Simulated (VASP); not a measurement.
# PbC2: the band gap up a ladder of functionals, part 3 of 8

Wanted: bands and gap of PbC2 from one functional after another. The cell is invented: it takes the structure of a Materials Project entry for CaC2 (space group 139 there), with some of its atoms replaced by other elements, volume scaled by an estimate. It may not be a known or stable phase. LASPH is on for some levels and off for others; the table marks which.

VASP 6.6.1, plane waves and PAW; the level of theory is named at each step.

Still holding for the runs below: Spin-orbit coupling is off here; with elements this heavy it splits and shifts levels by tenths of an eV or more.

So far, least gap on mesh and path (eV): step 3 (bands, level PBE, k 5×5×5) 1.81; step 4 (bands, level LDA, k 5×5×5) 1.69. The relaxed cell has a = 4.128, c = 6.755 Å (conventional setting).

### Step 5. Bands with PBEsol, k 5×5×5

This step: PBEsol; plane waves and PAW (Pb_d, C); invented cell (VASP 6.6.1).

PBEsol restores the gradient expansion of exchange and is tuned for the cells of solids.

INCAR

```
SYSTEM = PbC2
PREC = Accurate
ENCUT = 520
EDIFF = 1E-06
NELM = 100
ISMEAR = 0
SIGMA = 0.02
LREAL = .FALSE.
ALGO = Normal
GGA = PS
LORBIT = 11
LWAVE = .FALSE.
LCHARG = .FALSE.
KPAR = 4
```

POSCAR

```
PbC2
1.0
   -2.0641848795      2.0641848795      3.3773085415
    2.0641848795     -2.0641848795      3.3773085415
    2.0641848795      2.0641848795     -3.3773085415
Pb C
1 2
Direct
    0.0000000000      0.0000000000      0.0000000000
    0.5940435273      0.5940435273      0.0000000000
    0.4059564727      0.4059564727      0.0000000000
```

KPOINTS

```
Automatic mesh
0
Gamma
5 5 5
0 0 0
```

KPOINTS_OPT

```
Line mode
16
Line-mode
Reciprocal
  0.00000000   0.00000000   0.00000000 GAMMA
  0.00000000   0.00000000   0.50000000 X

  0.00000000   0.00000000   0.50000000 X
 -0.18677800   0.18677800   0.50000000 Y

 -0.18677800   0.18677800   0.50000000 Y
 -0.34338900   0.34338900   0.34338900 S

 -0.34338900   0.34338900   0.34338900 S
  0.00000000   0.00000000   0.00000000 GAMMA

  0.00000000   0.00000000   0.00000000 GAMMA
  0.50000000   0.50000000  -0.50000000 Z

  0.50000000   0.50000000  -0.50000000 Z
  0.34338900   0.65661100  -0.34338900 S1

  0.34338900   0.65661100  -0.34338900 S1
  0.00000000   0.50000000   0.00000000 N

  0.00000000   0.50000000   0.00000000 N
  0.25000000   0.25000000   0.25000000 P

  0.25000000   0.25000000   0.25000000 P
  0.50000000   0.50000000  -0.18677800 Y1

  0.50000000   0.50000000  -0.18677800 Y1
  0.50000000   0.50000000  -0.50000000 Z

  0.00000000   0.00000000   0.50000000 X
  0.25000000   0.25000000   0.25000000 P
```

The projector-augmented-wave data sets are Pb_d and C (PBE family, release 64).

On the command line:

```sh
$ mpirun -np 4 vasp_std
```

Numbers of over 12 decimals in the logs are rounded to 6 here.

The log of the run:

```text
[banner, memory and clock lines left out]
running    4 mpi-ranks, on    1 nodes
[...]
[... a notice as in an earlier step ...]

 LDA part: xc-table for (Slater+PW92), standard interpolation
 POSCAR, INCAR and KPOINTS ok, starting setup
[...]
entering main loop
       N       E                     dE             d eps       ncg     rms          rms(c)
DAV:   1     0.172866935042E+03    0.17287E+03   -0.10925E+04   540   0.151E+03
DAV:   2    -0.675038128334E+01   -0.17962E+03   -0.17499E+03   617   0.372E+02
DAV:   3    -0.219685092272E+02   -0.15218E+02   -0.15188E+02   701   0.108E+02
DAV:   4    -0.223633304569E+02   -0.39482E+00   -0.39464E+00   709   0.215E+01
[...]
DAV:  12    -0.192895403471E+02    0.73413E-05   -0.20126E-04   673   0.111E-01    0.747E-03
DAV:  13    -0.192895405298E+02   -0.18269E-06   -0.23735E-05   708   0.301E-02    0.229E-03
DAV:  14    -0.192895404141E+02    0.11563E-06   -0.20132E-06   426   0.119E-02
   1 F= -.19289540E+02 E0= -.19289540E+02  d E =-.105958E-15
 Start KPOINTS_OPT (optional k-point list driver)
k-point batch [1-18\176]
       N       E                     dE             ncg
DAV:   1     0.733407325708E+03   -0.76159E+04      540
DAV:   2    -0.239426047576E+04   -0.31277E+04      631
DAV:   3    -0.263329886571E+04   -0.23904E+03      659
DAV:   4    -0.263939091456E+04   -0.60920E+01      701
DAV:   5    -0.263956767670E+04   -0.17676E+00      752
DAV:   6    -0.263957022989E+04   -0.25532E-02      724
DAV:   7    -0.263957025966E+04   -0.29774E-04      737
DAV:   8    -0.263957025993E+04   -0.26454E-06      522
[...]
k-point batch [163-176\176]
       N       E                     dE             ncg
DAV:   1     0.328493488601E+04   -0.10755E+05      420
DAV:   2     0.941126343222E+03   -0.23438E+04      504
DAV:   3     0.774210149925E+03   -0.16692E+03      483
DAV:   4     0.769417981068E+03   -0.47922E+01      542
DAV:   5     0.769242900861E+03   -0.17508E+00      572
DAV:   6     0.769236891877E+03   -0.60090E-02      568
DAV:   7     0.769236767275E+03   -0.12460E-03      566
DAV:   8     0.769236766421E+03   -0.85373E-06      449
```

Wall time 13 s (4 MPI ranks of Intel Xeon 6975P-C (Granite Rapids), shared host); peak memory 0.82 GiB.

Parts of OUTCAR (step 5):

```text
  Total       -0.9612250     -0.9612250     -0.8747539      0.0000000      0.0000000      0.0000000
  in kB      -26.7551699    -26.7551699    -24.3482962      0.0000000      0.0000000      0.0000000
  external PRESSURE =     -25.9528787 kB  Pullay stress =       0.0000000 kB

 POSITION                                       TOTAL-FORCE (eV/Angst)
 -----------------------------------------------------------------------------------
      0.00000      0.00000      0.00000        -0.000000     -0.000000      0.000000
      0.00000      0.00000      4.01254         0.000000      0.000000      0.134534
      0.00000      0.00000      2.74208        -0.000000     -0.000000     -0.134534
 -----------------------------------------------------------------------------------
    total drift:                               -0.000000      0.000000     -0.000000

  FREE ENERGIE OF THE ION-ELECTRON SYSTEM (eV)
  ---------------------------------------------------
  free  energy   TOTEN  =       -19.2895404141 eV

  energy  without entropy=      -19.2895404141  energy(sigma->0) =      -19.28954041

[... 2 parts as in an earlier step ...]

[... 1 further part left out ...]
[key lines of the parts left out:]
E-fermi :   3.5913
```

The PAW data sets were made with PBE, which is usual practice but a small mismatch for other functionals. At this level the cell is under a tension of 2.6 GPa, so at these settings it is away from equilibrium.

The electronic bands at the labelled points (eV, zero at the valence-band top; v1 is the highest filled band, c1 the lowest empty one):

| point | v4 | v3 | v2 | v1 | c1 | c2 |
| --- | --- | --- | --- | --- | --- | --- |
| Γ | -3.70 | -2.46 | -2.46 | -0.12 | 3.74 | 3.79 |
| X | -4.69 | -4.67 | -3.48 | -0.45 | 2.09 | 4.70 |
| Y | -5.23 | -4.27 | -2.10 | -0.53 | 2.63 | 3.26 |
| S | -5.64 | -2.69 | -2.08 | -0.99 | 3.29 | 3.32 |
| Γ | -3.70 | -2.46 | -2.46 | -0.12 | 3.74 | 3.79 |
| Z | -6.22 | -3.25 | -3.25 | -0.61 | 5.16 | 5.53 |
| S1 | -5.64 | -2.69 | -2.08 | -0.99 | 3.29 | 3.32 |
| N | -3.47 | -3.02 | -2.17 | -0.87 | 1.72 | 2.86 |
| P | -4.14 | -4.14 | -3.03 | -2.42 | 3.24 | 3.24 |
| Y1 | -5.23 | -4.27 | -2.10 | -0.53 | 2.63 | 3.26 |
| Z | -6.22 | -3.25 | -3.25 | -0.61 | 5.16 | 5.53 |
| jump to X | -4.69 | -4.67 | -3.48 | -0.45 | 2.09 | 4.70 |
| P | -4.14 | -4.14 | -3.03 | -2.42 | 3.24 | 3.24 |

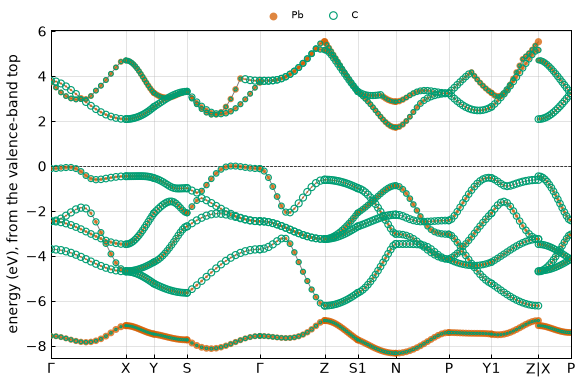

Electronic bands along the path; dots are coloured as in the legend, and their area grows with the weight.

The gap is 1.72 eV, indirect. Against PBE that is -0.09 eV; the cost is about the same.

### Step 6. Bands with r2SCAN, k 5×5×5

This step: r2SCAN; plane waves and PAW (Pb_d, C); invented cell (VASP 6.6.1).

r2SCAN adds the kinetic-energy density, costs more than a GGA and is run with LASPH.

INCAR, as its differences from that of step 5:

```diff
@@ -9,3 +9,4 @@
 ALGO = Normal
-GGA = PS
+METAGGA = R2SCAN
+LASPH = .TRUE.
 LORBIT = 11
```

POSCAR is that of step 5.

KPOINTS is that of step 5.

KPOINTS_OPT is that of step 5.

On the command line:

```sh
$ mpirun -np 4 vasp_std
```

The log of the run:

```text
[banner, memory and clock lines left out]
running    4 mpi-ranks, on    1 nodes
[...]
[... a notice as in an earlier step ...]

 LDA part: xc-table for (None), standard interpolation
 POSCAR, INCAR and KPOINTS ok, starting setup
[...]
entering main loop
       N       E                     dE             d eps       ncg     rms          rms(c)
DAV:   1     0.119956418910E+03    0.11996E+03   -0.11144E+04   540   0.154E+03
DAV:   2    -0.648050254811E+02   -0.18476E+03   -0.17994E+03   617   0.380E+02
DAV:   3    -0.802057193817E+02   -0.15401E+02   -0.15371E+02   701   0.110E+02
DAV:   4    -0.806002215928E+02   -0.39450E+00   -0.39430E+00   701   0.217E+01
[...]
DAV:  12    -0.726265122341E+02   -0.37221E-04   -0.17374E-04   715   0.166E-01    0.102E-02
DAV:  13    -0.726265148561E+02   -0.26219E-05   -0.59615E-06   694   0.304E-02    0.394E-03
DAV:  14    -0.726265144266E+02    0.42945E-06   -0.83094E-07   368   0.176E-02
   1 F= -.72626514E+02 E0= -.72626514E+02  d E =-.156987E-18
 Start KPOINTS_OPT (optional k-point list driver)
k-point batch [1-18\176]
       N       E                     dE             ncg
DAV:   1     0.681403846820E+03   -0.76679E+04      540
DAV:   2    -0.257319524340E+04   -0.32546E+04      624
DAV:   3    -0.282121864507E+04   -0.24802E+03      645
DAV:   4    -0.282788065060E+04   -0.66620E+01      706
DAV:   5    -0.282811034754E+04   -0.22970E+00      730
DAV:   6    -0.282811559429E+04   -0.52467E-02      746
DAV:   7    -0.282811563678E+04   -0.42495E-04      730
DAV:   8    -0.282811563725E+04   -0.47038E-06      522
[...]
k-point batch [163-176\176]
       N       E                     dE             ncg
DAV:   1     0.324151407858E+04   -0.10799E+05      420
DAV:   2     0.792509957574E+03   -0.24490E+04      525
DAV:   3     0.626920597720E+03   -0.16559E+03      469
DAV:   4     0.622161985858E+03   -0.47586E+01      593
DAV:   5     0.622035098476E+03   -0.12689E+00      514
DAV:   6     0.622028362645E+03   -0.67358E-02      634
DAV:   7     0.622028321349E+03   -0.41296E-04      514
DAV:   8     0.622028320790E+03   -0.55886E-06      462
```

Run time: 44 s. Hardware: 4 MPI ranks; peak memory 0.87 GiB; 2.9 min of CPU time.

From OUTCAR (step 6):

```text
  Total       -0.3095012     -0.3095012     -0.9405049      0.0000000      0.0000000      0.0000000
  in kB       -8.6147948     -8.6147948    -26.1784369      0.0000000      0.0000000      0.0000000
  external PRESSURE =     -14.4693422 kB  Pullay stress =       0.0000000 kB

 POSITION                                       TOTAL-FORCE (eV/Angst)
 -----------------------------------------------------------------------------------
      0.00000      0.00000      0.00000         0.000000      0.000000      0.000000
      0.00000      0.00000      4.01254        -0.000000     -0.000000     -0.549921
      0.00000      0.00000      2.74208        -0.000000     -0.000000      0.549921
 -----------------------------------------------------------------------------------
    total drift:                               -0.000000      0.000000     -0.000000

  FREE ENERGIE OF THE ION-ELECTRON SYSTEM (eV)
  ---------------------------------------------------
  free  energy   TOTEN  =       -72.6265144266 eV

  energy  without entropy=      -72.6265144266  energy(sigma->0) =      -72.62651443

[... 2 parts as in an earlier step ...]

[... 1 further part left out ...]
[key lines of the parts left out:]
E-fermi :   3.4713
```

Electronic bands along the path, in eV, zero at the valence-band top; v1 is the highest filled band, c1 the lowest empty one:

| point | v4 | v3 | v2 | v1 | c1 | c2 |
| --- | --- | --- | --- | --- | --- | --- |
| Γ | -4.11 | -2.44 | -2.44 | -0.19 | 4.18 | 4.18 |
| X | -5.06 | -4.67 | -3.47 | -0.55 | 2.42 | 5.23 |
| Y | -5.58 | -4.27 | -2.09 | -0.57 | 2.97 | 3.68 |
| S | -5.98 | -2.68 | -2.01 | -1.07 | 3.68 | 3.71 |
| Γ | -4.11 | -2.44 | -2.44 | -0.19 | 4.18 | 4.18 |
| Z | -6.54 | -3.25 | -3.25 | -0.73 | 5.62 | 6.10 |
| S1 | -5.98 | -2.68 | -2.01 | -1.07 | 3.68 | 3.71 |
| N | -3.79 | -3.09 | -2.16 | -0.80 | 2.08 | 3.28 |
| P | -4.14 | -4.14 | -3.31 | -2.54 | 3.64 | 3.64 |
| Y1 | -5.58 | -4.27 | -2.09 | -0.57 | 2.97 | 3.68 |
| Z | -6.54 | -3.25 | -3.25 | -0.73 | 5.62 | 6.10 |
| jump to X | -5.06 | -4.67 | -3.47 | -0.55 | 2.42 | 5.23 |
| P | -4.14 | -4.14 | -3.31 | -2.54 | 3.64 | 3.64 |

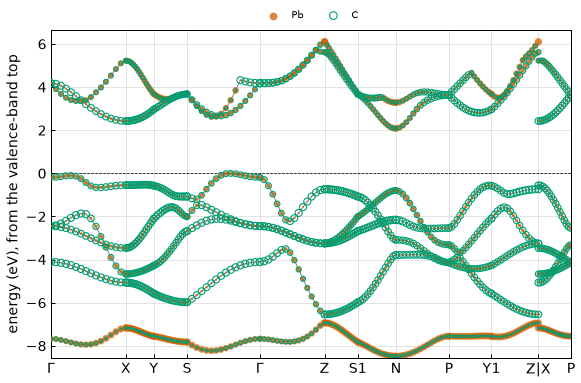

Electronic bands along the path; dots are coloured as in the legend, and their area grows with the weight.

The gap is 2.08 eV, indirect. Against PBE that is +0.27 eV; this run took 3.4 times the core time.

### Step 7. Bands with TB-mBJ, k 5×5×5

This step: TB-mBJ; plane waves and PAW (Pb_d, C); invented cell (VASP 6.6.1).

TB-mBJ is a local potential fitted to gaps: it costs far less than a hybrid but gives no energy.

INCAR, as its differences from that of step 6:

```diff
@@ -4,3 +4,3 @@
 EDIFF = 1E-06
-NELM = 100
+NELM = 150
 ISMEAR = 0
@@ -9,3 +9,3 @@
 ALGO = Normal
-METAGGA = R2SCAN
+METAGGA = MBJ
 LASPH = .TRUE.
```

POSCAR is that of step 6.

KPOINTS is that of step 6.

KPOINTS_OPT is that of step 6.

On the command line:

```sh
$ mpirun -np 4 vasp_std
```

The log of the run:

```text
[... set-up lines as in an earlier step ...]
 entering main loop
       N       E                     dE             d eps       ncg     rms          rms(c)
DAV:   1     0.134040051725E+04    0.13404E+04   -0.10859E+04   540   0.150E+03
DAV:   2     0.116054083371E+04   -0.17986E+03   -0.17576E+03   638   0.372E+02
DAV:   3     0.114558698824E+04   -0.14954E+02   -0.14922E+02   694   0.108E+02
DAV:   4     0.114518557340E+04   -0.40141E+00   -0.40116E+00   739   0.217E+01
[...]
DAV:  30     0.115077228950E+04   -0.79132E-05   -0.49182E-11   270   0.700E-05    0.159E-05
DAV:  31     0.115077229093E+04    0.14359E-05   -0.11417E-11   270   0.413E-05    0.806E-06
DAV:  32     0.115077229077E+04   -0.16118E-06   -0.11069E-11   270   0.280E-05
   1 F= 0.11507723E+04 E0= 0.11507723E+04  d E =-.722466E-11
 Start KPOINTS_OPT (optional k-point list driver)
k-point batch [1-18\176]
       N       E                     dE             ncg
DAV:   1     0.838678187983E+03   -0.75106E+04      540
DAV:   2    -0.235286170353E+04   -0.31915E+04      638
DAV:   3    -0.258826461725E+04   -0.23540E+03      638
DAV:   4    -0.259486053017E+04   -0.65959E+01      728
DAV:   5    -0.259510928296E+04   -0.24875E+00      715
DAV:   6    -0.259511815740E+04   -0.88744E-02      769
DAV:   7    -0.259511826929E+04   -0.11189E-03      729
DAV:   8    -0.259511827155E+04   -0.22624E-05      627
DAV:   9    -0.259511827173E+04   -0.17932E-06      501
[...]
k-point batch [163-176\176]
       N       E                     dE             ncg
DAV:   1     0.337405275555E+04   -0.10666E+05      420
DAV:   2     0.969912407371E+03   -0.24041E+04      539
DAV:   3     0.814100929526E+03   -0.15581E+03      455
DAV:   4     0.809157749979E+03   -0.49432E+01      622
DAV:   5     0.809006188461E+03   -0.15156E+00      540
DAV:   6     0.809004053556E+03   -0.21349E-02      622
DAV:   7     0.809003978505E+03   -0.75051E-04      568
DAV:   8     0.809003977802E+03   -0.70283E-06      469
```

Run time: 25 s. Hardware: 4 MPI ranks; peak memory 0.88 GiB.

From OUTCAR (step 7):

```text
  Total      -47.2526679    -47.2526679    -57.4434134      0.0000000      0.0000000      0.0000000
  in kB    -1315.2520923  -1315.2520923  -1598.9059039      0.0000000      0.0000000      0.0000000
  external PRESSURE =   -1409.8033628 kB  Pullay stress =       0.0000000 kB

 POSITION                                       TOTAL-FORCE (eV/Angst)
 -----------------------------------------------------------------------------------
      0.00000      0.00000      0.00000         0.000000      0.000000     -0.000000
      0.00000      0.00000      4.01254        -0.000000     -0.000000     -1.759425
      0.00000      0.00000      2.74208         0.000000      0.000000      1.759425
 -----------------------------------------------------------------------------------
    total drift:                               -0.000000      0.000000     -0.000000

  FREE ENERGIE OF THE ION-ELECTRON SYSTEM (eV)
  ---------------------------------------------------
  free  energy   TOTEN  =      1150.7722907698 eV

  energy  without entropy=     1150.7722907698  energy(sigma->0) =     1150.77229077

[... 2 parts as in an earlier step ...]

[... 1 further part left out ...]
[key lines of the parts left out:]
E-fermi :   3.9710
```

This functional is a potential without an energy, so its energies, forces and stress mean nothing and are not read.

The electronic bands at the labelled points (eV, zero at the valence-band top; v1 is the highest filled band, c1 the lowest empty one):

| point | v4 | v3 | v2 | v1 | c1 | c2 |
| --- | --- | --- | --- | --- | --- | --- |
| Γ | -4.24 | -2.20 | -2.20 | -0.46 | 4.41 | 4.41 |
| X | -5.07 | -4.22 | -3.14 | -0.94 | 2.85 | 5.48 |
| Y | -5.50 | -3.86 | -2.03 | -0.75 | 3.30 | 3.89 |
| S | -5.84 | -2.40 | -1.68 | -1.46 | 3.95 | 3.96 |
| Γ | -4.24 | -2.20 | -2.20 | -0.46 | 4.41 | 4.41 |
| Z | -6.34 | -2.94 | -2.94 | -1.23 | 5.84 | 6.45 |
| S1 | -5.84 | -2.40 | -1.68 | -1.46 | 3.95 | 3.96 |
| N | -3.79 | -3.21 | -1.91 | -0.49 | 2.34 | 3.54 |
| P | -3.74 | -3.74 | -3.26 | -2.80 | 3.99 | 3.99 |
| Y1 | -5.50 | -3.86 | -2.03 | -0.75 | 3.30 | 3.89 |
| Z | -6.34 | -2.94 | -2.94 | -1.23 | 5.84 | 6.45 |
| jump to X | -5.07 | -4.22 | -3.14 | -0.94 | 2.85 | 5.48 |
| P | -3.74 | -3.74 | -3.26 | -2.80 | 3.99 | 3.99 |

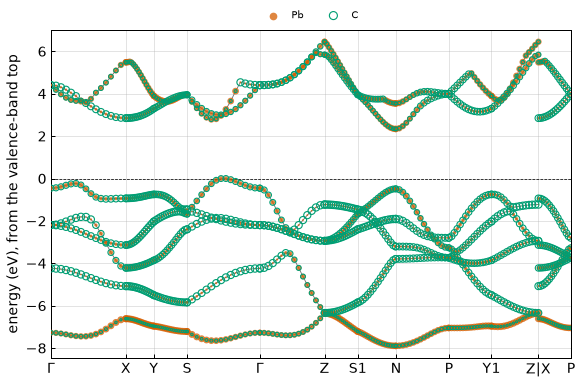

Electronic bands along the path; dots are coloured as in the legend, and their area grows with the weight.

The gap is 2.34 eV, indirect. Against PBE that is +0.53 eV; this run took 2.0 times the core time.

### Step 8. Starting orbitals for the hybrid with PBE, k 5×5×5

This step: PBE; plane waves and PAW (Pb_d, C); invented cell (VASP 6.6.1).

A hybrid converges badly from random orbitals, so a cheap semilocal run writes a WAVECAR on the same mesh first.

INCAR

```
SYSTEM = PbC2
PREC = Accurate
ENCUT = 520
EDIFF = 1E-05
NELM = 100
ISMEAR = 0
SIGMA = 0.02
LREAL = .FALSE.
ALGO = Normal
GGA = PE
LORBIT = 11
LWAVE = .TRUE.
LCHARG = .FALSE.
KPAR = 4
```

POSCAR is that of step 7.

KPOINTS is that of step 7.

On the command line:

```sh
$ mpirun -np 4 vasp_std
```

The log of the run:

```text
[... set-up lines as in an earlier step ...]
 entering main loop
       N       E                     dE             d eps       ncg     rms          rms(c)
[... 12 cycles as in an earlier step ...]
DAV:  13    -0.183570428951E+02   -0.11165E-05   -0.22650E-05   523   0.304E-02
   1 F= -.18357043E+02 E0= -.18357043E+02  d E =-.617522E-25
 writing wavefunctions
```

Wall time 3.6 s (4 MPI ranks); peak memory 0.79 GiB.

From OUTCAR (step 8):

```text
   NELECT =      22.0000    total number of electrons

 E-fermi :   3.7267

 k-point     1 :       0.0000    0.0000    0.0000
  band No.  band energies     occupation
    ...
      7      -3.7826      2.00000
      8      -0.0387      2.00000
      9       1.3064      2.00000
     10       1.3064      2.00000
     11       3.5871      2.00000
     12       7.5461      0.00000
     13       7.5674      0.00000
     14       7.5674      0.00000
     15       9.1492      0.00000

  Total        0.0251254      0.0251254     -0.0113621      0.0000000      0.0000000      0.0000000
  in kB        0.6993521      0.6993521     -0.3162571      0.0000000      0.0000000      0.0000000
  external PRESSURE =       0.3608157 kB  Pullay stress =       0.0000000 kB

 POSITION                                       TOTAL-FORCE (eV/Angst)
 -----------------------------------------------------------------------------------
      0.00000      0.00000      0.00000        -0.000000     -0.000000      0.000000
      0.00000      0.00000      4.01254         0.000000      0.000000     -0.004893
      0.00000      0.00000      2.74208        -0.000000     -0.000000      0.004893
 -----------------------------------------------------------------------------------
    total drift:                               -0.000000      0.000000     -0.000000

  FREE ENERGIE OF THE ION-ELECTRON SYSTEM (eV)
  ---------------------------------------------------
  free  energy   TOTEN  =       -18.3570428951 eV

  energy  without entropy=      -18.3570428951  energy(sigma->0) =      -18.35704290

[... 9 parts as in an earlier step ...]

[... 8 further parts left out ...]
```

Numbers from this step:

| Property | Result |
| --- | --- |
| SCF cycles | 13 |
| free energy (TOTEN) | -18.36 eV |
| Fermi energy | 3.727 eV |
| pressure | 0.03608 GPa |
| valence top at k | 0, 0, 0 |
| conduction bottom at k | 0.4, 0, 0 |
| least direct gap at k | -0.2, 0.2, 0.2 |
| gap on the k-mesh | 2.172 eV |
| least direct gap on the k-mesh | 2.618 eV |

The run ends at a pressure of 0.04 GPa, with forces up to 0.0049 eV/Å.

(Continued in part 4 of 8.)

[Lines on the potential files, build, host, timing and source positions are cut from VASP's logs without a mark.]

[Logs are printed without paths, hosts, clocks, repeated set-up lines and the standing remarks that a program may print on its own settings, such as how far it seeks lower states.]

[Hosts, paths, dates, database ids (printed as entryN), source tags and the programs' standing remarks are cut or masked in the printed files.]

[A measured line is paired with the nearest computed mode of its activity, which favours agreement.]
